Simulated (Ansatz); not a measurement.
# C₃H₁₁NSi (SMILES CC(C)N[SiH3]): what the fields show

Input

```
crystal:
  periodic: [false, false, false]
  atoms:
    - {symbol: C, position_ang: [0.212056, 0.510303, -1.362300]}
    - {symbol: C, position_ang: [0.634600, 0.260874, 0.074156]}
    - {symbol: C, position_ang: [1.884232, -0.599263, 0.134197]}
    - {symbol: N, position_ang: [-0.442129, -0.385860, 0.809776]}
    - {symbol: Si, position_ang: [-2.108424, 0.032651, 0.732944]}
    - {symbol: H, position_ang: [-0.668535, 1.157153, -1.419569]}
    - {symbol: H, position_ang: [1.014481, 1.003300, -1.914727]}
    - {symbol: H, position_ang: [-0.027039, -0.433193, -1.859805]}
    - {symbol: H, position_ang: [0.874903, 1.238224, 0.524771]}
    - {symbol: H, position_ang: [2.716739, -0.114240, -0.380771]}
    - {symbol: H, position_ang: [1.699511, -1.569005, -0.335332]}
    - {symbol: H, position_ang: [2.190443, -0.775140, 1.169502]}
    - {symbol: H, position_ang: [-0.133243, -0.770779, 1.689366]}
    - {symbol: H, position_ang: [-2.726611, -0.365399, -0.559947]}
    - {symbol: H, position_ang: [-2.378082, 1.493963, 0.899788]}
    - {symbol: H, position_ang: [-2.765903, -0.705990, 1.842451]}
basis:
  gaussian: {orbitals: def2-TZVPP}
hamiltonian: {xc: pbe0, dispersion: d4}
output: {orbitals: {seedname: orbitals}}
```

Command:

```sh
ansatz run in.yaml --threads 4 --pin off --events-out ev --progress --plain --max-ram 11315MiB
```

Geometry: PBE0-D4/def2-TZVP.

Theory: RKS PBE0-D4/def2-TZVPP in Ansatz.

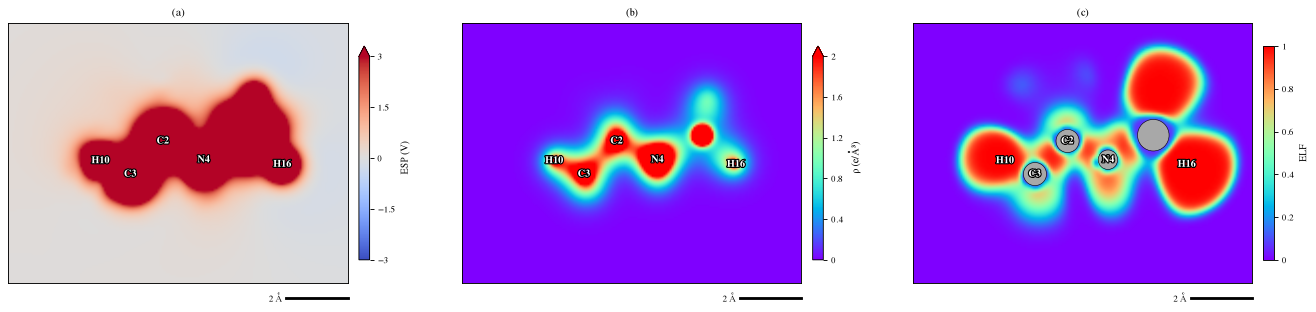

Figure 1. (a) electrostatic potential; (b) total electron density; (c) ELF on the plane of atoms C3, C2 and N4. Grey discs cover the atomic cores in the ELF map.

Q: Interpret the plot.

A: The section cuts through C, N and H sites. C–N (1.46 Å): the density is about 1.9 e/Å³ at the midpoint; the ELF peaks at about 0.90 between the atoms: localised, covalent bonding. C–C (1.52 Å): ρ at the midpoint is about 1.7 e/Å³; the ELF peaks at about 0.95 between the atoms, as expected for a covalent bond. C–H (1.09 Å): the density is about 2 e/Å³ at the midpoint; the ELF climbs to about 1 towards the hydrogen, as it does in any bond to H; an ordinary covalent bond to hydrogen. The potential has no marked negative region in this plane.

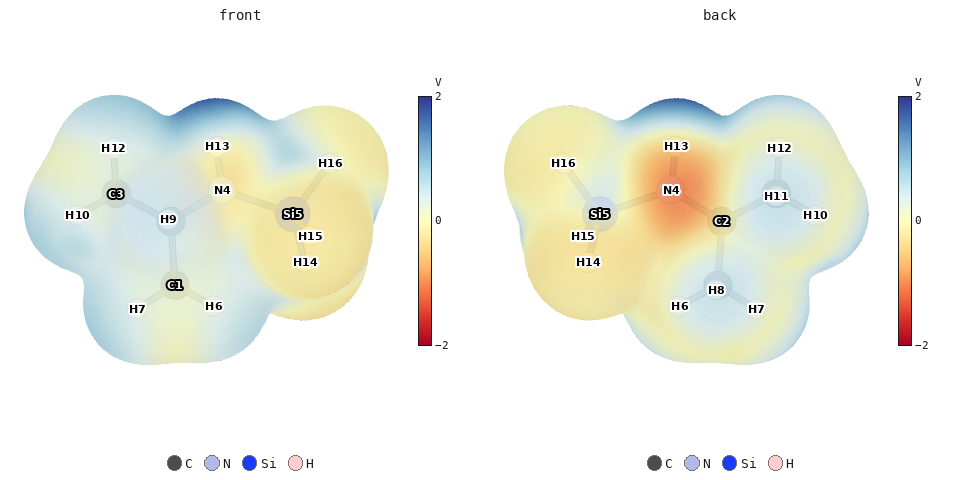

Figure 2. The electrostatic potential painted on the density surface at 0.002 e/bohr³, seen from the front and from behind; the colour scale runs from red (negative) to blue (positive).

Q: Where is the surface potential most negative and most positive?

A: The most negative region (about −1.0 V) lies over N4, the most positive (about +1.6 V) over H13. N4 is the likeliest acceptor of a hydrogen bond.

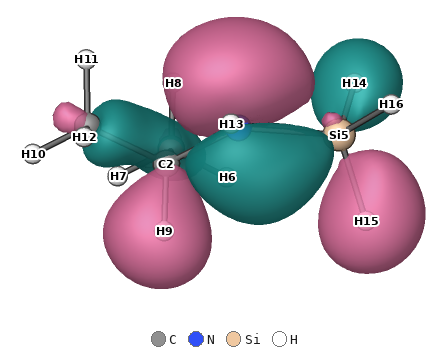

Figure 3. The HOMO at ±0.08 Å⁻³ᐟ² (teal and pink are the two phases), seen from one side.

Q: What is the character of this orbital?

A: It lies mainly on N4 (about 55 %), Si5 (about 10 %), C2 (about 10 %) and H9 (about 5 %). Its energy is −6.75 eV.
